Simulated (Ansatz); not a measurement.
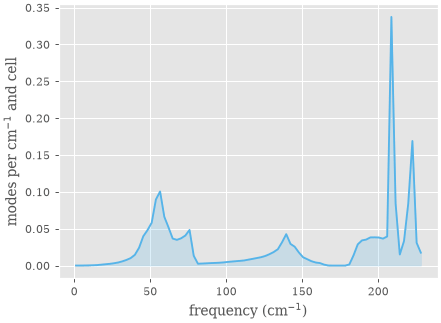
Fig. 1. Phonon density of states of zinc blende InAs; finite displacements on a 6×6×6 mesh, r2SCAN density-functional theory in Ansatz (plane waves, PAW), k mesh 12×12×12, fermi-dirac smearing of 0.03 eV

At this level the gap is small or closed, and a narrow smearing was used. Dynamical quadrupoles are not included in the interpolation of the phonons between the solved wave vectors.

**Question.** Where is the tallest peak, and is there a gap in the spectrum?

**Answer.** The tallest peak lies near 210 cm⁻¹. There is at least one gap; the lowest begins near 170 cm⁻¹.

The PAW data sets were generated under PBE and serve the other functionals too.

Ansatz is a first-principles code.
